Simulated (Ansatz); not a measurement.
Complex (SMILES): Cl (HCl) with S (H2S), atoms 1 to 2 the first; geometry from NCB31 set, monomers rigid:
```xyz
5

Cl    -1.9116     0.0000     0.0035
H     -0.6273    -0.0001    -0.1041
S      1.8425     0.0000    -0.1015
H      1.8228    -0.9618     0.8347
H      1.8219     0.9619     0.8346
```

Basis-set convergence of the counterpoise-corrected interaction energy at PBE0 with Ansatz (a quantum-chemistry and plane-wave program). Cartesian d functions, on some or all atoms, in 6-31+G*, 6-311+G**; all else is spherical. The program fits the integrals of some runs and decomposes those of others, by size. No added dispersion term, no relativity. Functions are those of the species that has most. Reference: the value in aug-pcseg-3, -3.53 kcal/mol, itself unsure by roughly 0.01 kcal/mol (its mean distance from aug-cc-pV(Q+d)Z, def2-QZVPPD). Deviations are taken from unrounded values. Cost is core time over that of def2-TZVPD, rough, on shared machines of one kind; a dash marks a row that isn't timed (too short, read off another run, short of memory, by another algorithm or on other hardware).

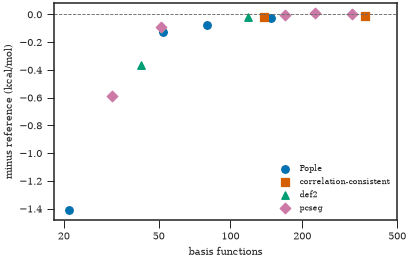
Fig. 1. Deviation from the reference against the number of basis functions, by family of sets.

```csv
basis,functions,counterpoise-corrected interaction energy (kcal/mol),minus reference (kcal/mol),cost
STO-3G,21,-4.94,-1.41,-
pcseg-0,32,-4.12,-0.59,-
def2-SV(P),42,-3.89,-0.36,-
pcseg-1,51,-3.62,-0.09,-
6-31+G*,52,-3.66,-0.13,0.5×
6-311+G**,80,-3.61,-0.08,0.6×
def2-TZVPD,119,-3.55,-0.02,1×
jun-cc-pV(T+d)Z,138,-3.55,-0.02,1×
"6-311++G(3df,3pd)",148,-3.55,-0.02,1×
aug-pcseg-2,169,-3.54,-0.01,1×
pcseg-3,227,-3.52,0.01,2×
aug-pcseg-3,325,-3.53,0.00,4×
cc-pV(5+d)Z,365,-3.54,-0.01,5×
```
